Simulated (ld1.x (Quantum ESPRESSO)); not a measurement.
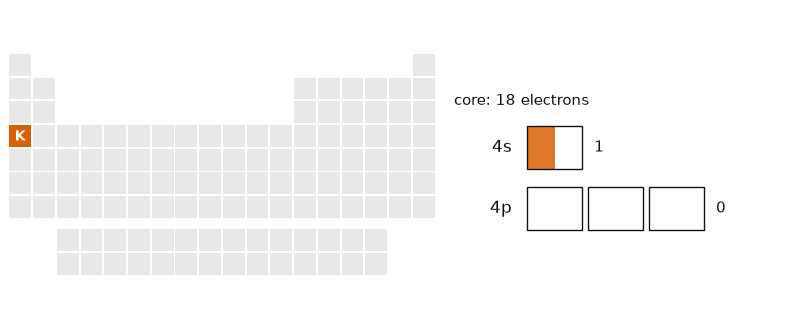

Fig. 1: Left, the place of potassium in the periodic table; right, the valence shells of the reference configuration: a box for each of the 2l + 1 orbitals, shaded by the share of the shell that is filled, with the electron count at the right. The shells are those of the unaltered input.

**Run report: K, pseudopotential generation**

System: potassium (K, Z = 19), core [Ar], reference valence 4s1 4p0, valence charge 1. (This line and the method describe the unaltered input from which the odd one was made.)
Method: TM potential, PBEsol, scalar-relativistic, made with ld1.x (Quantum ESPRESSO) 7.5.

**Input**
```
 &input
   title='K', zed=19., rel=1, dft='PBESOL', iswitch=3,
   config='[Ar] 3d-2 4s1 4p0',
   nld=3, rlderiv=4.40, eminld=-2.0, emaxld=5.0, deld=0.02
 /
 &inputp
   pseudotype=4, tm=.true., lloc=0,
   nlcc=.true.,
   file_pseudopw='K.UPF', file_wfcaegen='ae.wfc', file_wfcncgen='nc.wfc', file_beta='beta', file_chi='chi'
 /
3
4P  2  1   0.00   0.00  4.05  4.05  0.0
3D  3  2  -2.00   0.20  3.80  3.80  0.0
4S  1  0   1.00   0.00  3.20  3.20  0.0
 &test
   configts(1)='4s1 4p0'
 /
```

Hardware: 1 CPU thread, shared host.

Run as:
```bash
ld1.x < K.in > K.out
```

**Log**
```
     Program LD1 v.7.5

 %%%%%%%%%%%%%%%%%%%%%%%%%%%%%%%%%%%%%%%%%%%%%%%%%%%%%%%%%%%%%%%%%%%%%%%%%%%%%%
     Error in routine ld1_readin (1):
     specify correct pseudotype
 %%%%%%%%%%%%%%%%%%%%%%%%%%%%%%%%%%%%%%%%%%%%%%%%%%%%%%%%%%%%%%%%%%%%%%%%%%%%%%

     stopping ...
```

**Outcome**

```
quantity                   value
 outcome  refused by the program
```

**Diagnosis**

This input holds a deliberate fault: pseudotype changed from 2 to 4. The generator stopped with the message “ld1_readin: specify correct pseudotype”.
